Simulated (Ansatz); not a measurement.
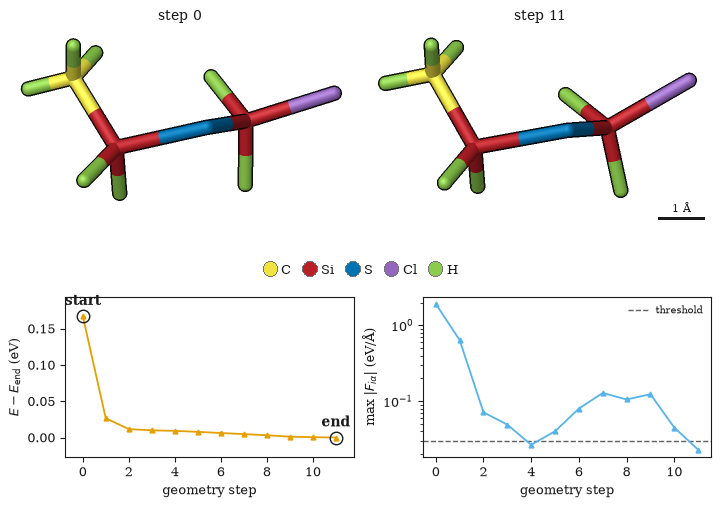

First and last geometry of a relaxation of CH$_{7}$ClSSi$_{2}$ (coarse preliminary run), with the history of the run. The picture is a stick view, seen at a tilt.

The start comes from a force field.

Computed with RKS PBE-D4/def2-SVP in Ansatz.

Input file:
```yaml
crystal:
  periodic: [false, false, false]
  atoms:
    - {symbol: C, position_ang: [-1.925900, -0.318400, 0.115500]}
    - {symbol: Si, position_ang: [-0.353100, -1.110400, -0.478400]}
    - {symbol: S, position_ang: [1.242100, -0.890600, 0.933100]}
    - {symbol: Si, position_ang: [1.794800, 1.115100, 0.302900]}
    - {symbol: Cl, position_ang: [3.231900, 1.853000, 1.538800]}
    - {symbol: H, position_ang: [-2.185400, -0.751500, 1.110400]}
    - {symbol: H, position_ang: [-2.700900, -0.514900, -0.559300]}
    - {symbol: H, position_ang: [-1.808500, 0.755400, 0.277300]}
    - {symbol: H, position_ang: [-0.563200, -2.569100, -0.704300]}
    - {symbol: H, position_ang: [0.097300, -0.575000, -1.814700]}
    - {symbol: H, position_ang: [2.378000, 1.063500, -1.124400]}
    - {symbol: H, position_ang: [0.610800, 1.997700, 0.342400]}
basis:
  gaussian: {orbitals: def2-SVP}
hamiltonian: {xc: pbe, dispersion: d4}
relax: {f_tol: 0.03, max_steps: 200}
```

> Read the history and describe the run.

It converged. The energy falls by 0.167 eV in 11 geometry steps. The largest force component goes from 1.9 to 0.023 eV/Å. The forces were under the threshold at step 4, but the run went on from there. The largest move after the best rigid fit is that of H12, 0.43 Å. By element the largest moves are H 0.43 Å, Cl 0.30 Å, Si 0.15 Å, C 0.11 Å, S 0.07 Å. Some distances before and after: C1–H7 1.046 → 1.110 Å, Si4–Cl5 2.034 → 2.078 Å, Si4–H11 1.543 → 1.501 Å, Si2–S3 2.141 → 2.181 Å. Among the angles between lasting bonds that change: H9–Si2–H10 104.8° → 108.9°, H7–C1–H8 111.1° → 108.4°, H6–C1–H8 105.9° → 108.3°.
